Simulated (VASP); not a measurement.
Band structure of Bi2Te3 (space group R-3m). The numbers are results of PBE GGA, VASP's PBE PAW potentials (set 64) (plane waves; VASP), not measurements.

Unless said otherwise, spin-orbit coupling is left out, though it shifts the bands of the heavy elements here.

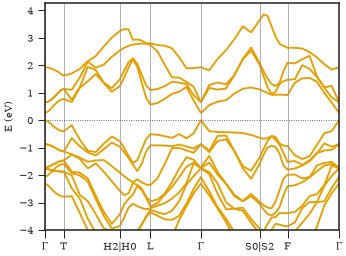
Figure: Bands along high-symmetry lines, zero at the valence-band maximum or, without a gap, the Fermi level

Question: Read the plot: is there a gap, and where are the band edges?

Answer: The gap is direct, 0.27 eV, from the valence maximum at Γ to the conduction minimum at Γ.

The structure comes from a measured Bi2Te3 entry of the Crystallography Open Database, whose conditions weren't checked. The cell was not relaxed at this level.
